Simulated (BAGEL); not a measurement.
# singlet [SiN2H5]+, step by step

Wanted: a single-point energy (singlet [SiN2H5]+, HF/6-31G*), then a single-point energy (doublet SiN2H5, NEVPT2(3,3)/6-31G*), then a single-point energy (doublet SiN2H5, CASPT2(3,3)/6-31G*) of H5N2Si. 

The results are computed with BAGEL 1.2.2.

## Step 1: The structure to begin with

[SiN2H5]+ has 8 atoms, charge +1, and is taken as a singlet. SMILES of the parent species: `N[SiH]N`. One bond was lengthened or shortened from a relaxed shape. That shape belongs to the parent species and isn't relaxed for this state.

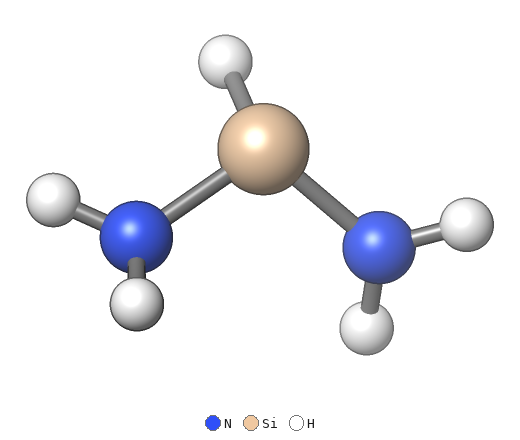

The structure, seen from a chosen angle (nitrogen blue, silicon light orange, hydrogen white).

## Step 2: A single-point energy at HF/6-31G(d) (density fitting with svp-jkfit, spherical functions) (run 1)

input.json

```json
{ "bagel": [

{
  "title": "molecule",
  "basis": "6-31gs.json",
  "df_basis": "svp-jkfit",
  "angstrom": "false",
  "geometry": [
    { "atom": "N", "xyz": [    -1.71656863,     1.31097482,    -1.56630517 ] },
    { "atom": "Si", "xyz": [     1.22138858,     1.23122838,    -0.21023770 ] },
    { "atom": "N", "xyz": [     1.71611888,    -1.85374952,     0.68889399 ] },
    { "atom": "H", "xyz": [    -3.43533312,     0.27306543,    -0.68899415 ] },
    { "atom": "H", "xyz": [    -2.22603879,     2.68537263,    -2.77289530 ] },
    { "atom": "H", "xyz": [     1.57797990,     2.69425435,     2.20067489 ] },
    { "atom": "H", "xyz": [     1.60519195,    -3.25479247,    -0.59668669 ] },
    { "atom": "H", "xyz": [     2.99999880,    -2.24662358,     2.03891433 ] }
  ]
},

{ "title": "hf", "charge": 1 },

{ "title": "print", "file": "orbitals.molden", "orbitals": "true" }

]}
```

The basis set 6-31G* is read from a file made from the Basis Set Exchange's data (not shown).

Started as:

```
BAGEL_NUM_THREADS=1 BAGEL input.json > input.out
```

The log of the run:

```text
* using 1 threads per process

  ===============================================================
  ===============================================================

  *** Geometry ***

  { "atom" : "N", "xyz" : [     -1.716569,      1.310975,     -1.566305 ] },
  { "atom" : "Si", "xyz" : [      1.221389,      1.231228,     -0.210238 ] },
  { "atom" : "N", "xyz" : [      1.716119,     -1.853750,      0.688894 ] },
  { "atom" : "H", "xyz" : [     -3.435333,      0.273065,     -0.688994 ] },
  { "atom" : "H", "xyz" : [     -2.226039,      2.685373,     -2.772895 ] },
  { "atom" : "H", "xyz" : [      1.577980,      2.694254,      2.200675 ] },
  { "atom" : "H", "xyz" : [      1.605192,     -3.254792,     -0.596687 ] },
  { "atom" : "H", "xyz" : [      2.999999,     -2.246624,      2.038914 ] },

  Number of auxiliary basis functions:      372

  Since a DF basis is specified, we compute 2- and 3-index integrals:
    o Being stored without compression. Storage requirement is 0.009 GB

  Number of basis functions:       56
  Number of electrons      :       33

    * METHOD: MOLECULE                             0.13

  *** RHF ***

  === Nuclear Repulsion ===
   110.3435786405

      * DIIS with orbital gradients will be used.

  === RHF iteration (6-31gs.json) ===
      0       -400.20770058          0.03055258           0.02
      1       -400.35948990          0.01990449           0.02
      2       -400.44720579          0.00197169           0.02
      3       -400.44857118          0.00061674           0.03
      4       -400.44866686          0.00016968           0.03
      5       -400.44868334          0.00005782           0.02
      6       -400.44868593          0.00001907           0.02
      7       -400.44868628          0.00000570           0.02
      8       -400.44868631          0.00000138           0.03
      9       -400.44868631          0.00000068           0.03
     10       -400.44868631          0.00000032           0.02
     11       -400.44868631          0.00000012           0.02
     12       -400.44868631          0.00000005           0.02
     13       -400.44868631          0.00000002           0.02
     14       -400.44868631          0.00000001           0.02
     15       -400.44868631          0.00000000           0.02
    * SCF iteration converged.

    * Permanent dipole moment:
           (   -0.606975,    -0.392067,     0.238772) a.u.

    * METHOD: HF                                   0.48

    * METHOD: PRINT                                0.01

  ===============================================================
```

Wall time 0.77 s (1 thread of Arm Neoverse V1, shared host); peak memory 0.15 GiB.

## Step 3: Doublet neutral SiN2H5: the energy at NEVPT2(3,3)/6-31G(d) (density fitting with svp-jkfit, spherical functions) (run 2)

job.json

```json
{ "bagel" : [

{
  "title" : "molecule",
  "basis" : "6-31gs.json",
  "df_basis" : "svp-jkfit",
  "angstrom" : false,
  "geometry" : [
    { "atom" : "N", "xyz" : [ -1.71656863,  1.31097482, -1.56630517 ] },
    { "atom" : "Si", "xyz" : [  1.22138858,  1.23122838, -0.21023770 ] },
    { "atom" : "N", "xyz" : [  1.71611888, -1.85374952,  0.68889399 ] },
    { "atom" : "H", "xyz" : [ -3.43533312,  0.27306543, -0.68899415 ] },
    { "atom" : "H", "xyz" : [ -2.22603879,  2.68537263, -2.77289530 ] },
    { "atom" : "H", "xyz" : [  1.57797990,  2.69425435,  2.20067489 ] },
    { "atom" : "H", "xyz" : [  1.60519195, -3.25479247, -0.59668669 ] },
    { "atom" : "H", "xyz" : [  2.99999880, -2.24662358,  2.03891433 ] }
  ]
},
{ "title" : "hf", "charge" : 1 },
{ "title" : "casscf", "nstate" : 1, "nact" : 3, "nclosed" : 15, "nspin" : 1, "active" : [12, 17, 21], "maxiter" : 200, "natocc" : true },
{
  "title" : "nevpt2",
  "nstate" : 1,
  "nact" : 3,
  "nclosed" : 15,
  "nspin" : 1,
  "active" : [12, 17, 21],
  "maxiter" : 200,
  "natocc" : true,
  "ncore" : 7
},
{ "title" : "print", "file" : "orbitals.molden", "orbitals" : true }

]}
```

The basis set 6-31G* is read from a file made from the Basis Set Exchange's data (not shown).

Started as:

```
BAGEL_NUM_THREADS=1 BAGEL job.json > job.out
```

The log of the run:

```text
* using 1 threads per process

  ===============================================================
  ===============================================================

  *** Geometry ***

  { "atom" : "N", "xyz" : [     -1.716569,      1.310975,     -1.566305 ] },
  { "atom" : "Si", "xyz" : [      1.221389,      1.231228,     -0.210238 ] },
  { "atom" : "N", "xyz" : [      1.716119,     -1.853750,      0.688894 ] },
[... 4 lines of this table left out ...]
  { "atom" : "H", "xyz" : [      2.999999,     -2.246624,      2.038914 ] },

  Number of auxiliary basis functions:      372

  Since a DF basis is specified, we compute 2- and 3-index integrals:
    o Being stored without compression. Storage requirement is 0.009 GB

[... 18 lines left out ...]
    * SCF iteration converged.
[... 1 line left out ...]
    * Permanent dipole moment:
[... 28 lines left out ...]
    * Second-order optimization converged. *
[... 5 lines left out ...]
      0  0      -400.70343461     6.26e-02      0.00
      1  0      -400.72596709     3.07e-03      0.00
      2  0      -400.72604208     4.39e-04      0.00
[... 4 lines of this table left out ...]
      7  0 *    -400.72604369     8.39e-16      0.00

     * ci vector, state   0, <S^2> = 0.7500
       2a.     0.9927780249
       .a2     0.1173008947

    * METHOD: CASSCF                               1.84

    * freezing 7 orbitals

  === DF-NEVPT2 calculation ===

    * 3-index integral transformation done
    * assembly done

      NEVPT2 correlation energy:   -0.3769293014      0.05

          (+0)     -0.2869649861
          (+0)'    -0.0275629328
          (+1)     -0.0138965754
          (+1)'    -0.0003926316
          (+2)     -0.0003625184
          (-1)     -0.0415394810
          (-1)'    -0.0009315580
          (-2)     -0.0052786181

      NEVPT2 total energy:       -401.1029729923

    * METHOD: NEVPT2                               0.11

    * METHOD: PRINT                                0.01

  ===============================================================
```

Wall time 2.7 s (1 thread of Arm Neoverse V1, shared host); peak memory 0.15 GiB.

## Step 4: Doublet neutral SiN2H5: a single-point energy at CASPT2(3,3)/6-31G(d) (density fitting with svp-jkfit, spherical functions) (run 3)

input.json

```json
{ "bagel" : [

{
  "title" : "molecule",
  "basis" : "6-31gs.json",
  "df_basis" : "svp-jkfit",
  "geometry" : [
    { "atom" : "N", "xyz" : [    -1.71656863,     1.31097482,    -1.56630517 ] },
    { "atom" : "Si", "xyz" : [     1.22138858,     1.23122838,    -0.21023770 ] },
    { "atom" : "N", "xyz" : [     1.71611888,    -1.85374952,     0.68889399 ] },
    { "atom" : "H", "xyz" : [    -3.43533312,     0.27306543,    -0.68899415 ] },
    { "atom" : "H", "xyz" : [    -2.22603879,     2.68537263,    -2.77289530 ] },
    { "atom" : "H", "xyz" : [     1.57797990,     2.69425435,     2.20067489 ] },
    { "atom" : "H", "xyz" : [     1.60519195,    -3.25479247,    -0.59668669 ] },
    { "atom" : "H", "xyz" : [     2.99999880,    -2.24662358,     2.03891433 ] }
  ]
},

{ "title" : "hf", "charge" : 1 },

{ "title" : "casscf", "nstate" : 1, "nact" : 3, "nclosed" : 15, "nspin" : 1, "active" : [12, 17, 21], "maxiter" : 200, "natocc" : true },

{ "title" : "print", "file" : "orbitals.molden", "orbitals" : true },

{ "title" : "smith", "method" : "caspt2", "ms" : true, "xms" : true, "sssr" : true, "shift" : 0.2, "shift_imag" : true, "ncore" : 7 }

]}
```

The basis set 6-31G* is read from a file made from the Basis Set Exchange's data (not shown).

Started as:

```
BAGEL_NUM_THREADS=1 BAGEL input.json > input.out
```

The log of the run:

```text
* using 1 threads per process

  ===============================================================
  ===============================================================

  *** Geometry ***

  { "atom" : "N", "xyz" : [     -1.716569,      1.310975,     -1.566305 ] },
  { "atom" : "Si", "xyz" : [      1.221389,      1.231228,     -0.210238 ] },
  { "atom" : "N", "xyz" : [      1.716119,     -1.853750,      0.688894 ] },
[... 4 lines of this table left out ...]
  { "atom" : "H", "xyz" : [      2.999999,     -2.246624,      2.038914 ] },

  Number of auxiliary basis functions:      372

  Since a DF basis is specified, we compute 2- and 3-index integrals:
    o Being stored without compression. Storage requirement is 0.009 GB

[... 18 lines left out ...]
    * SCF iteration converged.
[... 1 line left out ...]
    * Permanent dipole moment:
[... 28 lines left out ...]
    * Second-order optimization converged. *
[... 11 lines left out ...]
     * ci vector, state   0, <S^2> = 0.7500
[... 16 lines left out ...]
    * Zeroth order energy : state  0       -1.3619708446
[... 4 lines left out ...]
       #      aibj      arbs      arbi      airj      risj      airs      arst      rist         Etot      error   time
[... 10 lines left out ...]
      ------------------------------------------------------------------------------------------------------------------

    * CASPT2 energy : state  0     -401.1079632990
        w/o shift correction       -401.1059617420
        reference weight              0.8867534765

    * METHOD: SMITH                                0.31

  ===============================================================
```

Wall time 2.9 s (1 thread of Arm Neoverse V1, shared host); peak memory 0.15 GiB.

## Step 5: Outcome

| quantity | value |
| --- | --- |
| run 1, HF/6-31G*: total energy | -400.44869 Eh |
| run 1, HF/6-31G*: HOMO energy | -16.61 eV |
| run 1, HF/6-31G*: LUMO energy | -6.09 eV |
| run 1, HF/6-31G*: HOMO–LUMO gap | 10.52 eV |
| doublet neutral SiN2H5, run 2: total energy | -401.10297 Eh |
| doublet neutral SiN2H5, run 3: total energy | -401.10796 Eh |
